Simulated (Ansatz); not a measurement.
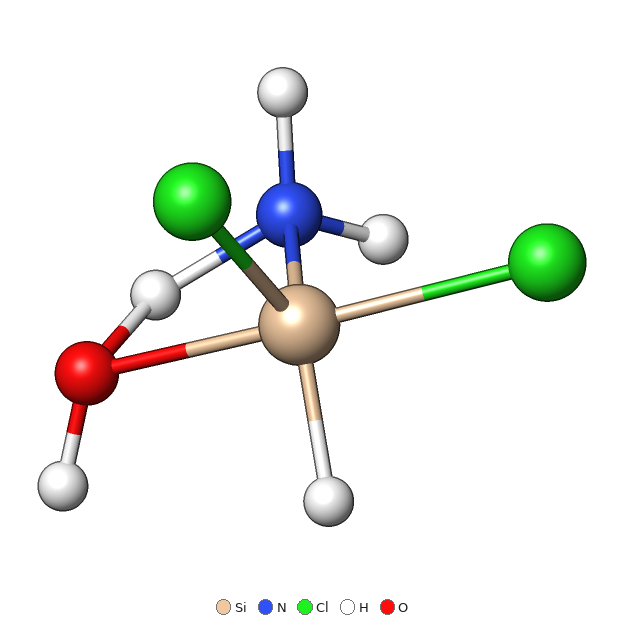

Sticks follow a distance rule. Harmonic vibrations computed with RKS PBE0-D4/def2-TZVP (Ansatz 0.2.0) at a stationary point of the same level.

**Minimum or transition state?**

A first-order saddle point: one imaginary frequency, 1170i cm⁻¹.

**How many vibrational modes are there, and where do they lie?**

24 modes: 1170i, 105, 183, 222, 259, 293, 354, 478, 499, 519, 570, 710, 774, 793, 876, 907, 1049, 1515, 1580, 1892, 2250, 3533, 3619, 3896 cm⁻¹.
